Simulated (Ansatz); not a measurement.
BH$_{2}$OF: several calculations on one system

**1. Relaxation**

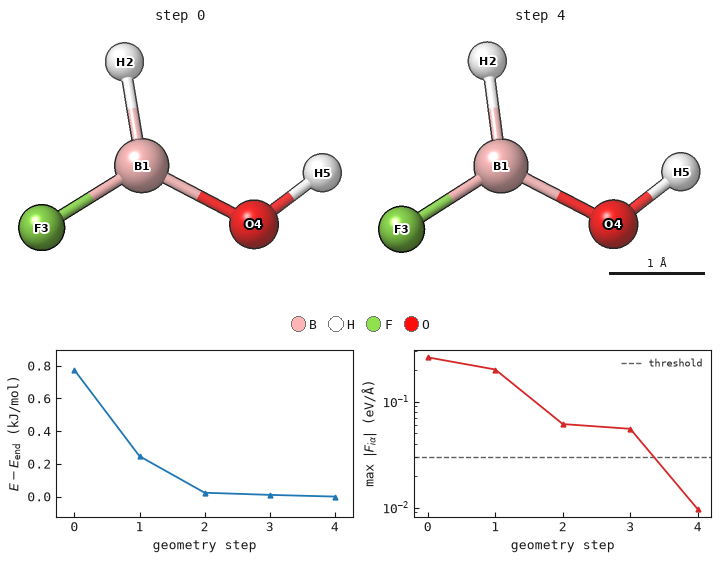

First and last geometry of a relaxation of BH2OF, with the history of the run. Style: ball-and-stick. Shown at a tilt.

The run prepares an end point of a later path (reaction) calculation, from a guessed geometry.

These are results of RKS CAM-B3LYP/6-31G* (Ansatz 0.2.0), not measurements.

Input file:
```yaml
crystal:
  periodic: [false, false, false]
  atoms:
    - { symbol: B, position_ang: [0.215294, -0.087295, 0.134766] }
    - { symbol: H, position_ang: [0.134508, -0.06182, 1.319251] }
    - { symbol: F, position_ang: [1.407139, 0.146151, -0.379476] }
    - { symbol: O, position_ang: [-0.802585, -0.342426, -0.710738] }
    - { symbol: H, position_ang: [-1.639455, -0.50131, -0.256503] }
basis:
  gaussian: { orbitals: "6-31G*" }
hamiltonian:
  xc: cam_b3lyp
relax:
  f_tol: 0.03
  max_steps: 50
```

Launched with:
```bash
ansatz run input.yaml --threads 1 --pin off --max-ram 2048MiB --backend cpu --events-out ev --progress --plain --runs-dir out
```

### Read the history and describe the run.

It converged. Over 4 geometry steps the energy falls by 0.77 kJ/mol. The largest force component goes from 0.26 to 0.0096 eV/Å. The atom that moves furthest after the best rigid fit is H2 (0.032 Å). Largest moves by element: H 0.032 Å, F 0.019 Å, B 0.009 Å, O 0.007 Å. Among the contacts that change: B1–H2 1.188 → 1.196 Å. Bond angles that change, for instance: H2–B1–F3 116.5° → 119.2°, H2–B1–O4 125.3° → 123.3°. Cost: 7.1 s on 1 thread of Arm Neoverse V1 (shared host), peak memory 0.1 GiB.

```tsv
step	E − E(0), kJ/mol	largest force component, eV/Å
0	0.00	0.2614
1	-0.53	0.2007
2	-0.75	0.0614
3	-0.76	0.0553
4	-0.77	0.0096
```

**2. Relaxation**

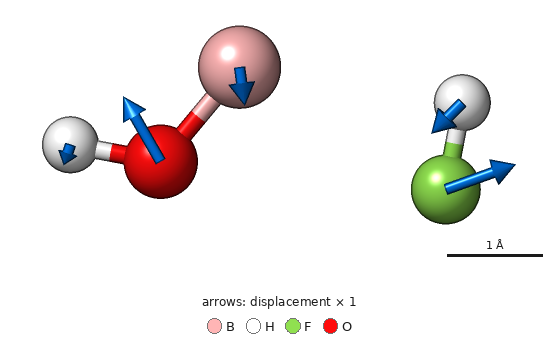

This is a relaxation of BH₂OF. The starting structure is drawn; blue arrows show the displacements, at their true length. The two geometries are superimposed by the best rigid fit.

The picture is a ball-and-stick view, seen face on.

The run prepares an end point of a later path (reaction) calculation, from a guessed geometry.

Method: RKS CAM-B3LYP/6-31G* (Ansatz). (no spin polarisation; force threshold 0.03 eV/Å; at most 50 steps)

What happened in the run?

Answer. The energy falls by 0.222 eV in 16 accepted moves (21 points after the start). Largest force component: 0.35 eV/Å at the start, 0.011 eV/Å at the end. The line search rejected the trial steps at points 6, 9, 13, 14, 17 of the run. The forces were under the threshold at step 12, but the run went on from there. The largest moves after the best rigid fit, 0.80 Å, are those of F and O atoms. By element the largest moves are O 0.80 Å, F 0.79 Å, H 0.47 Å, B 0.41 Å. Near-neighbour distances that change, for instance: F–H 0.932 → 0.952 Å, B–O 1.302 → 1.290 Å. Among the angles between lasting bonds that change: B–O–H 119.5° → 126.2°. The run took 25 s on 1 thread of Arm Neoverse V1, with other jobs on the host, peak memory 0.1 GiB.

Limits of the set-up: the start holds two separate molecules, 2.4 Å apart at their closest, whose relative position is a soft coordinate and is computed without a dispersion correction.

**3. Path**

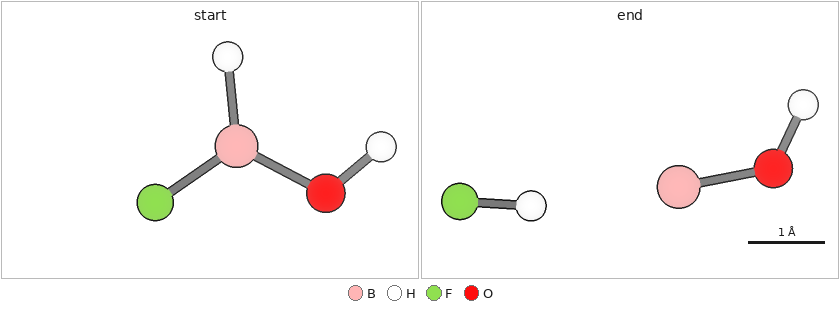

The two relaxed end points of a path for BH$_{2}$OF. A ball-and-stick model, seen face on.

Level of theory: RKS CAM-B3LYP/6-31G* (Ansatz 0.2.0).

Run with 9 movable images; climbing image; force threshold 0.05 eV/Å; iteration limit 60.

Start:
```xyz
5

B     0.2239   -0.0876    0.1334
H     0.1030   -0.0664    1.3234
F     1.4122    0.1460   -0.3979
O    -0.7971   -0.3397   -0.7090
H    -1.6271   -0.4990   -0.2425
```

End:
```xyz
5

B    -0.5285   -0.2474    0.1880
H     1.3823    0.1766    0.5392
F     2.3131    0.3762    0.5214
O    -1.7499   -0.5218   -0.1229
H    -2.1021   -0.6303   -1.0184
```

What barrier does the band find between them, and by what path?

The highest point, image 4, lies 112.6 kcal/mol above the start and 11.1 kcal/mol above the end; the end is at +101.5 kcal/mol relative to the start. Breaking: B1–F3 (1.32 → 1.88 at the top → 2.93 Å), B1–H2 (1.20 → 1.39 at the top → 1.99 Å). Forming: H2–F3 (2.17 → 1.12 at the top → 0.95 Å). The band converged in 17 iterations. The largest component of the band force went from 24 to 0.026 eV/Å. The climbing image converged on the top of the path. Its vibrational analysis gives one imaginary mode (1032i cm⁻¹), as a transition state must have.

Energies of the converged images:

| image | path (Å) | E (kcal/mol) |
| --- | --- | --- |
| 0 | 0.00 | 0.0 |
| 1 | 0.36 | 5.8 |
| 2 | 0.72 | 32.6 |
| 3 | 1.08 | 86.8 |
| 4 | 1.44 | 112.6 |
| 5 | 1.83 | 106.3 |
| 6 | 2.22 | 103.5 |
| 7 | 2.61 | 102.6 |
| 8 | 3.00 | 102.1 |
| 9 | 3.38 | 101.6 |
| 10 | 3.77 | 101.5 |

The geometry at the top of the path:

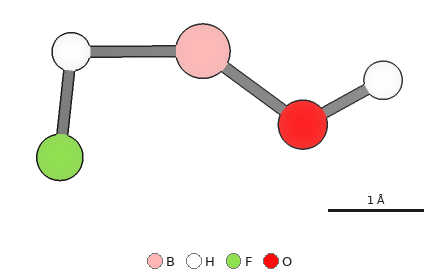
